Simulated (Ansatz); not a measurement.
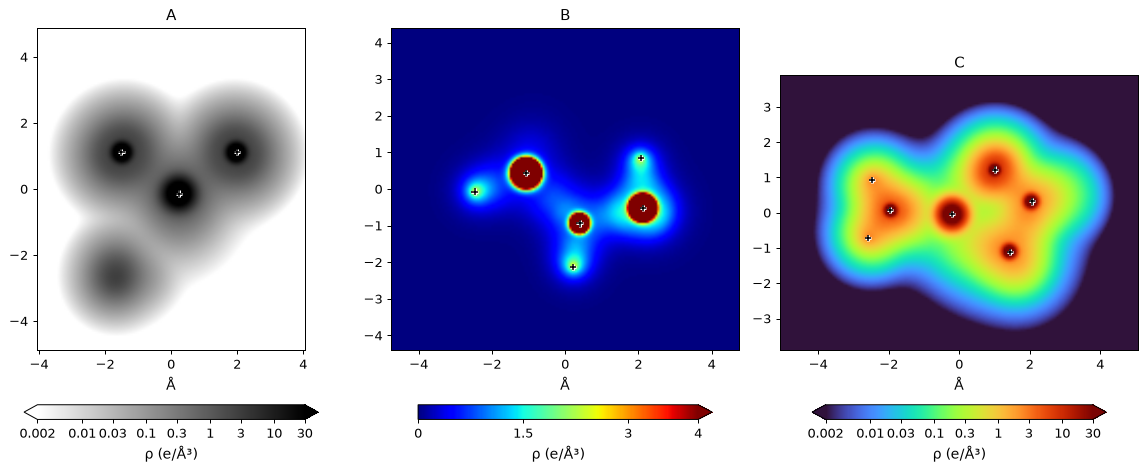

The electron density of 3 systems, each on a plane through atoms (crosses mark nuclei in the plane).

These are results of RKS B3LYP-D4/def2-SVP in Ansatz, not measurements.

System 1: BH₇N₂SSi (SMILES N[SiH](N)BS), the plane of atoms Si2, B4 and H11. 

```
atom    x (Å)    y (Å)    z (Å)
   N  -1.6951   0.3219   0.3437
  Si  -0.1503  -0.4416   0.6161
   N   1.2043   0.4878   1.2027
   B   0.4202  -1.1455  -1.1770
   S   0.7715  -0.0892  -2.5723
   H  -2.3036   0.5851   1.1137
   H  -1.8432   0.9301  -0.4560
   H  -0.4100  -1.4484   1.6849
   H   1.2690   0.7893   2.1707
   H   1.7016   1.1298   0.5929
   H   0.5633  -2.3111  -1.4514
   H   0.5491   1.1368  -2.0342
```

System 2: Cl₃GeH···H₂O, the plane of atoms Cl3, Ge1 and Cl5. 

```csv
atom,x (Å),y (Å),z (Å)
Ge,-0.6124,0.4888,-0.7522
H,-0.2139,-0.9734,-0.8085
Cl,-2.3027,0.8512,-2.0399
Cl,-1.2249,0.9612,1.2715
Cl,0.9740,1.8135,-1.3216
H,0.7168,-1.5522,0.7771
O,1.4892,-1.0337,1.0457
H,1.1738,-0.5554,1.8281
```

System 3: C₂H₄AlF₂NO, the plane of atoms N1, Al2 and C3. 

```yaml
atoms:
  - { symbol: N, position_ang: [0.1759, -1.4151, 2.1169] }
  - { symbol: Al, position_ang: [0.0629, -0.4150, 0.6783] }
  - { symbol: C, position_ang: [-0.0423, -0.2256, -1.2614] }
  - { symbol: C, position_ang: [-0.0998, 1.2734, -0.8569] }
  - { symbol: F, position_ang: [0.9191, 1.9899, -1.4074] }
  - { symbol: F, position_ang: [-1.2495, 1.8693, -1.2805] }
  - { symbol: O, position_ang: [-0.0234, 1.3341, 0.5163] }
  - { symbol: H, position_ang: [0.2307, -2.4290, 2.1249] }
  - { symbol: H, position_ang: [0.1953, -1.0580, 3.0682] }
  - { symbol: H, position_ang: [-0.9458, -0.5372, -1.8026] }
  - { symbol: H, position_ang: [0.8425, -0.4440, -1.8749] }
```

Match each panel to its system.

Panel A is system 2, Cl₃GeH···H₂O: the plane holds Ge and Cl. Ge–Cl (2.14 Å): the density is about 0.75 e/Å³ at the midpoint. Panel B is system 1, BH₇N₂SSi: the plane holds Si, B, S and H. B–S (1.78 Å): ρ is about 1.3 e/Å³ halfway. Panel C is system 3, C₂H₄AlF₂NO: the plane holds N, Al, C, O and H. C–O (1.38 Å): the density is about 2.3 e/Å³ at the midpoint, with its minimum of 2.1 e/Å³ about 0.5 Å from C.
